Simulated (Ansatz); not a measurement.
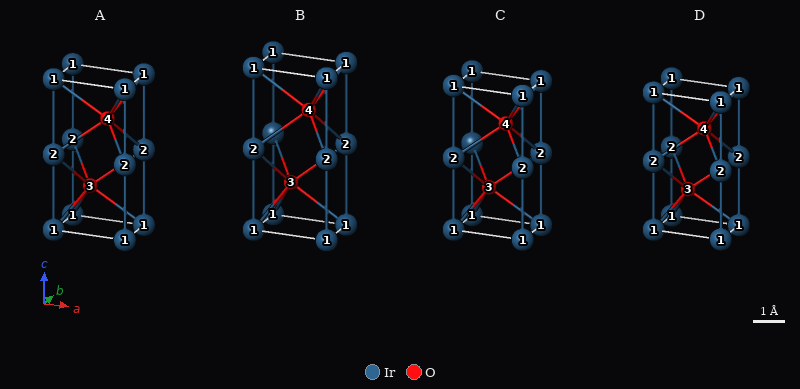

4 geometries from one relaxation of solid IrO (built on the nickel arsenide type) (coarse preliminary run), in shuffled order. The picture is a ball-and-stick view of the cell of the calculation, seen slightly off an axis.

Level of theory: Ansatz 0.2.0, DFT r2SCAN, scalar-relativistic, plane waves, PAW. (plane-wave cutoff 500 eV; k-point mesh 6 × 6 × 4; occupations gaussian; smearing width 0.1 eV; no spin polarisation; cell and atoms relaxed; force threshold 0.05 eV/Å; at most 80 steps)

### Put them in the order of the run, from the start to the converged end.

D, C, A, B. They are steps 0, 1, 2, 8, at +1580 meV per atom, +692 meV per atom, +193 meV per atom relative to the last. No atom moves by more than 0.005 Å relative to the cell. The volume changes by +39.7 %, with a = b 2.920 → 3.177 Å (+8.8 %), c 4.526 → 5.343 Å (+18.0 %). Some distances before and after: Ir1–Ir2 2.263 → 2.671 Å, Ir1–O3 2.031 → 2.269 Å. Among the angles between lasting bonds that change: Ir1–O3–Ir2 67.7° → 72.1°, Ir1–O3–Ir1 92.0° → 88.9°. The space group stays P6_3/mmc (No. 194). After 6 accepted moves (8 points after the start) the energy has fallen by 1580 meV per atom. All forces vanish by symmetry, so only the cell relaxes. The pressure goes from 194.55 to 0.06 GPa. The SCF was repeated twice at an unchanged geometry on a basis and grid sized afresh for the cell, which shifted the energy by 9.4 meV per atom at most.
